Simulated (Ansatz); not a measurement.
## WC (WC type, space group P-6m2): scan of one atom of the cell

WC (WC type, space group P-6m2)

```
CELL_PARAMETERS angstrom
      2.91216     0.00000     0.00000
     -1.45608     2.52201     0.00000
      0.00000     0.00000     2.83623
ATOMIC_POSITIONS crystal
  W  0.00000 0.00000 0.00000
  C  0.66667 0.33333 0.50000
```

In each cell atom 2 (C, nearest neighbour W at 2.200 Å; its periodic images, 2.8 Å or more away, move with it) moves by s·(0.000, 0.764, -0.645) (towards the nearest neighbour), the rest being held.

The numbers are results of r2SCAN (plane waves to 500 eV, PAW, scalar-relativistic; Ansatz, a first-principles code), not measurements. k mesh 15×15×13 (Γ-centred), Fermi-Dirac smearing 0.05 eV. The energy includes the smearing's −TS. Left out: 1 of 11 points, with atoms too close for the PAW data. With partly filled bands, energies and forces of such displacements shift with the k mesh and the smearing. Spin-orbit coupling is left out, though W is heavy. WC is run without spin polarisation. WC was relaxed with its symmetry unable to fall. The zero of ΔE is the undisplaced structure.

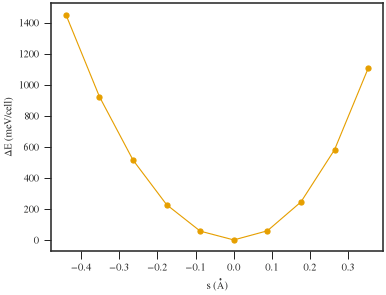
Figure: ΔE (meV/cell) against s (Å); markers are the computed points, lines only join them.

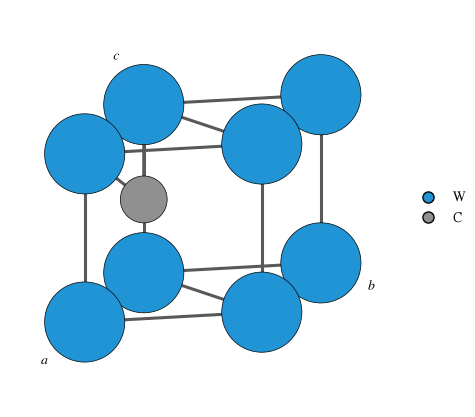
Figure: The cell of the calculation at s = -0.440 Å.

The energy at s = 0.352 Å comes out as 1104 meV/cell and the force along the line at s = -0.440 Å comes out as 6.66 eV/Å. Shape of the curve: a single well with its minimum at or next to zero displacement. Symmetry of the curve: not even: the positive side lies higher at ±0.352 Å. Harmonic estimate at the end of the scan: ½ks² = 916 meV/cell against the computed 1104 meV/cell, so the well is stiffer than harmonic there.

With its periodic images moving along, the atom's site symmetry in this cell is -6m2.

(A displaced cell: forces are minus the slopes of the energy, force constants its curvatures, and phonons follow from these.)
